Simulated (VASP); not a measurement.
Here is the system:

```xyz
3
Lattice="0.0000 3.1096 3.1096 3.1096 0.0000 3.1096 3.1096 3.1096 0.0000" Properties=species:S:1:pos:R:3 pbc="T T T"
Ba     0.0000     0.0000     0.0000
F      1.5548     1.5548     1.5548
F      4.6643     4.6643     4.6643
```

All values below come from MS2 meta-GGA, VASP's PBE PAW potentials (set 64) (plane waves; VASP 6.6.1). Numerical set-up: 520 eV cut-off, 7×7×7 Γ-centred mesh, tetrahedra with Blöchl corrections, potentials Ba_sv F.

Unless said otherwise, spin-orbit coupling is left out, though it shifts the bands of the heavy elements here.

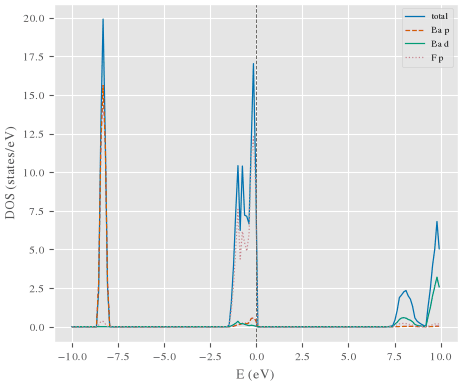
Figure. Total and projected density of states, zero at the valence-band maximum

Within 2 eV below the valence-band maximum the largest weight inside VASP's projection spheres is F p.

The gap is indirect, 7.06 eV, from the valence maximum at K-Γ at 0.44 to the conduction minimum at Γ.

The compound is BaF2 in the fluorite structure. It was relaxed first.
